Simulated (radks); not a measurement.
The neutral lutetium atom in the configuration [Xe] 4f14 5d1 6s2. It is put inside a hard spherical wall of varying radius. The calculation used the in-house radial solver radks at this level: scalar-relativistic Kohn-Sham, LDA (Slater exchange, VWN5 correlation), spin-unpolarised, spherical densities, point nucleus. Wanted, and plotted below: the pressure on the wall (left axis) and the energy above the free species (right axis).

The pressure grows from 0.00012 GPa at 15 bohr through 5.6 GPa at 6 bohr to 180000 GPa at 1.5 bohr, and the energy above the free species from 0.000362 eV through 2.27 eV to 1682 eV. The pressure is −dE/dV with V = 4πR³/3.

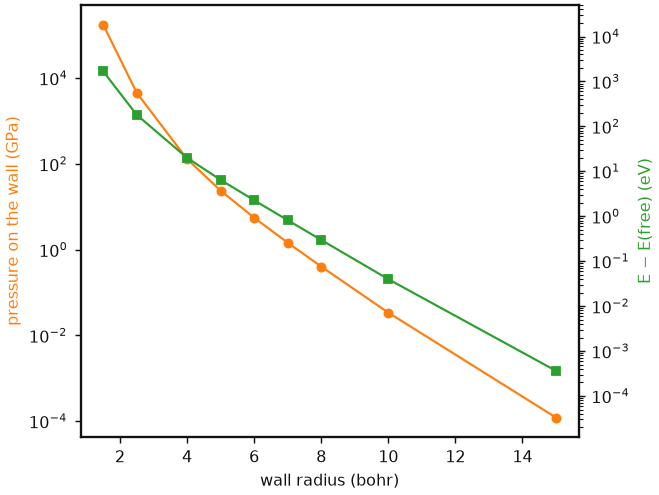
